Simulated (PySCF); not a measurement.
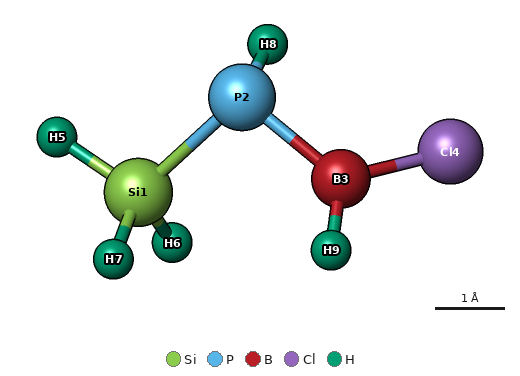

**Figure 1.** The structure as given in the input (ball-and-stick view, seen at a tilt; atoms are numbered from 1 in the order of the input). Bond lengths as drawn: B–Cl 1.75 Å, B–H 1.21 Å, B–P 1.88 Å, H–P 1.42 Å, H–Si 1.49 Å and P–Si 2.25 Å.

## Two runs on BSiPH5Cl

System: BSiPH5Cl, SMILES [SiH3]PBCl.
Method of run 1: TDDFT PBE0/def2-SVP, vertical, gas phase, core orbitals frozen in the response (PySCF 2.14.0).

The geometry comes from this level: PBE0-D3(BJ)/def2-SVP. Text and figures count atoms from 1; the logs count them from 0 in places.

## Input, run 1
```
{"job": {"kind": "uv", "xc": "PBE0", "basis": "def2-SVP"}, "charge": 0, "multiplicity": 1}
Si    -1.037118     0.112060    -0.268869
P      0.834202     1.345935    -0.030802
B      2.017828    -0.014493     0.509714
Cl     3.586135    -0.244706    -0.230690
H     -2.080380     0.977895    -0.892347
H     -0.854681    -1.111201    -1.106164
H     -1.456452    -0.285094     1.106327
H      1.213672     1.534667    -1.389607
H      1.739137    -0.703141     1.459941
```

The first line tells a small driver script what to run in PySCF; the rest is the geometry in Å.

Launched with:
```bash
OMP_NUM_THREADS=1 python <driver script> task.json out
```

Hardware: 1 CPU thread, shared host.

## Output (run 1)
```
coarse grid: 9064 points
cycle   1  E = -1118.0002140640  dE =  3.380e-02  |g| = 1.749e-01  |ddm| = 2.792e+00
cycle   2  E = -1118.0032523102  dE = -3.038e-03  |g| = 1.563e-01  |ddm| = 5.211e-01
cycle   3  E = -1118.0104065548  dE = -7.154e-03  |g| = 2.759e-02  |ddm| = 2.729e-01
cycle   4  E = -1118.0106017927  dE = -1.952e-04  |g| = 1.368e-02  |ddm| = 4.853e-02
cycle   5  E = -1118.0106698554  dE = -6.806e-05  |g| = 1.910e-03  |ddm| = 1.924e-02
cycle   6  E = -1118.0106711905  dE = -1.335e-06  |g| = 5.535e-04  |ddm| = 3.737e-03
final grid: 73672 points
cycle   7  E = -1118.1323628747  dE = -1.048e-05  |g| = 3.512e-03  |ddm| = 1.939e-02
cycle   8  E = -1118.1323612959  dE =  1.579e-06  |g| = 4.051e-03  |ddm| = 1.080e-02
cycle   9  E = -1118.1323671355  dE = -5.840e-06  |g| = 3.957e-04  |ddm| = 6.024e-03
cycle  10  E = -1118.1323671883  dE = -5.282e-08  |g| = 1.100e-04  |ddm| = 6.637e-04
cycle  11  E = -1118.1323671920  dE = -3.733e-09  |g| = 2.217e-05  |ddm| = 1.670e-04
cycle  12  E = -1118.1323671922  dE = -1.962e-10  |g| = 5.587e-06  |ddm| = 4.333e-05
converged SCF energy = -1118.1323671922

Static polarisability (au): isotropic 71.997, principal 56.246 64.761 94.984

Singlet excitations
state   eV       nm        f      main configurations
  1   4.6463    266.8   0.03328   H->L 0.81, H-1->L 0.17
  2   5.4496    227.5   0.10758   H-1->L 0.79, H->L 0.16
  3   6.4794    191.4   0.04095   H-2->L 0.91
  4   6.6656    186.0   0.02187   H->L+1 0.61, H->L+2 0.34
  5   6.8302    181.5   0.04439   H->L+2 0.61, H->L+1 0.29
  6   7.0643    175.5   0.01729   H-3->L 0.76, H-6->L 0.18
  7   7.3776    168.1   0.03092   H-4->L 0.72, H-5->L 0.17
  8   7.5252    164.8   0.02420   H->L+3 0.72, H-1->L+1 0.20
  9   7.5874    163.4   0.02247   H-6->L 0.71, H-3->L 0.17
 10   7.6471    162.1   0.01406   H-5->L 0.69, H-4->L 0.15

Triplet excitations (Tamm-Dancoff, eV): 3.7630 4.8077 5.8397 5.9491
```

The input of run 2 differs as follows (lines with − go, lines with + come):
```diff
-"basis": "def2-SVP"
+"basis": "6-31G*"
```

How does run 2 compare with run 1?

The total energy of run 2 is 188.7 kcal/mol lower, which measures the change of basis and not a stability. The dipole moment goes from 1.06 to 1.37 D. The number of SCF iterations is the same. The basis functions go from 93 to 78.

## Output (run 2)
```
coarse grid: 9064 points
cycle   1  E = -1118.4695035389  dE =  7.418e-02  |g| = 1.781e-01  |ddm| = 2.673e+00
cycle   2  E = -1118.4730292272  dE = -3.526e-03  |g| = 1.614e-01  |ddm| = 5.342e-01
cycle   3  E = -1118.4814711389  dE = -8.442e-03  |g| = 2.399e-02  |ddm| = 2.676e-01
cycle   4  E = -1118.4816112811  dE = -1.401e-04  |g| = 1.352e-02  |ddm| = 5.200e-02
cycle   5  E = -1118.4816772926  dE = -6.601e-05  |g| = 1.813e-03  |ddm| = 2.030e-02
cycle   6  E = -1118.4816784917  dE = -1.199e-06  |g| = 5.064e-04  |ddm| = 3.772e-03
final grid: 73672 points
cycle   7  E = -1118.4330189454  dE = -6.949e-06  |g| = 4.003e-03  |ddm| = 1.574e-02
cycle   8  E = -1118.4330163725  dE =  2.573e-06  |g| = 4.815e-03  |ddm| = 1.198e-02
cycle   9  E = -1118.4330248693  dE = -8.497e-06  |g| = 3.732e-04  |ddm| = 6.871e-03
cycle  10  E = -1118.4330249158  dE = -4.656e-08  |g| = 1.117e-04  |ddm| = 7.015e-04
cycle  11  E = -1118.4330249199  dE = -4.021e-09  |g| = 1.985e-05  |ddm| = 1.609e-04
cycle  12  E = -1118.4330249200  dE = -1.662e-10  |g| = 5.314e-06  |ddm| = 4.187e-05
converged SCF energy = -1118.4330249200

Static polarisability (au): isotropic 71.043, principal 53.307 63.382 96.442

Singlet excitations
state   eV       nm        f      main configurations
  1   4.6691    265.5   0.04260   H->L 0.82, H-1->L 0.16
  2   5.4648    226.9   0.10974   H-1->L 0.80, H->L 0.15
  3   6.4867    191.1   0.02723   H-2->L 0.63, H->L+1 0.33
  4   6.5965    188.0   0.07287   H->L+1 0.58, H-2->L 0.28
  5   6.7676    183.2   0.04460   H->L+2 0.90
  6   7.1151    174.3   0.01435   H-3->L 0.71, H-6->L 0.19, H-4->L 0.08
  7   7.3978    167.6   0.03969   H-4->L 0.70, H-3->L 0.10, H-5->L 0.09
  8   7.5684    163.8   0.00852   H->L+3 0.43, H-1->L+1 0.29, H-5->L 0.12
  9   7.6162    162.8   0.02867   H-6->L 0.56, H-3->L 0.16, H-5->L 0.08
 10   7.6926    161.2   0.01329   H-5->L 0.63, H-4->L 0.15, H-6->L 0.13

Triplet excitations (Tamm-Dancoff, eV): 3.7637 4.8560 5.7407 5.9586
```

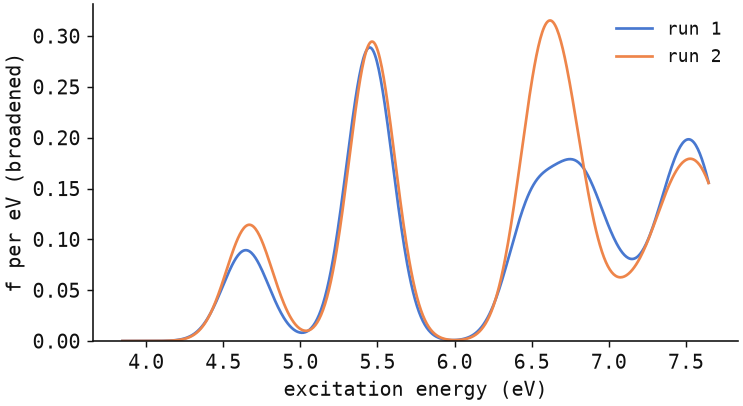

**Figure 2.** Absorption of the two runs from their computed states, each broadened by a Gaussian of 0.35 eV full width; the range ends where the shorter list of states ends.

## The two runs side by side

```tsv
quantity	run 1	run 2
outcome	converged	converged
total energy (hartree)	−1118.132367	−1118.433025
HOMO (eV)	−7.48	−7.48
LUMO (eV)	−1.69	−1.68
dipole moment (D)	1.06	1.37
lowest excitation (eV)	4.65	4.67
SCF iterations	12	12
strongest computed line (eV)	5.45	5.46
basis functions	93	78
wall time (shared host)	6.4 s	5.3 s
```
